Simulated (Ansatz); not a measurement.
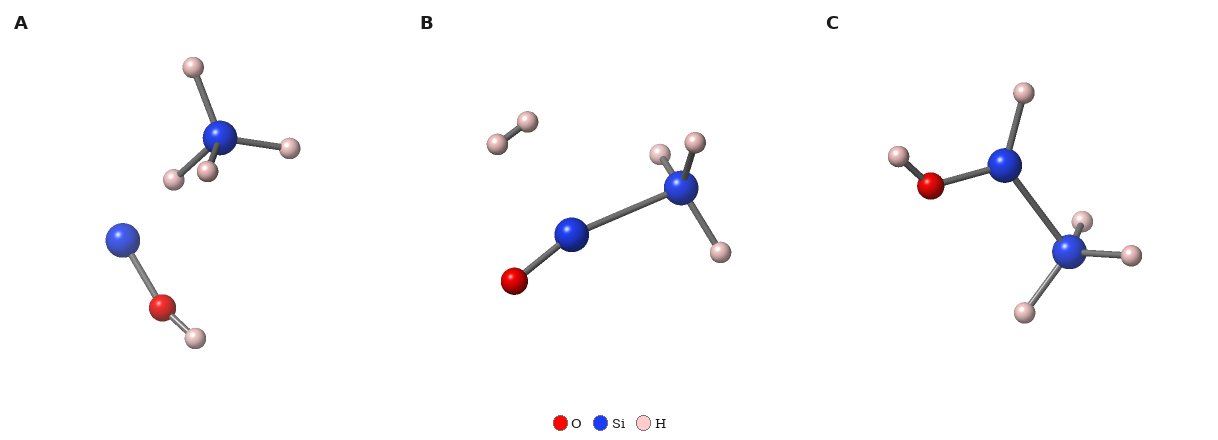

3 stationary structures of one formula. The species has charge +1 and is a spin singlet. Geometries: PBE0-D4/def2-TZVP. Electronic energies: RHF-CCSD(T) (frozen core)/def2-TZVPP (Ansatz 0.2.0), without zero-point energy. No frequency run is at hand to confirm each as a minimum. Each is one conformer, not always the lowest.

Rank them by energy, lowest first.

Answer. C is lowest (Cs); A lies 11.8 kcal/mol above it (Cs), B lies 53.7 kcal/mol above it (Cs).
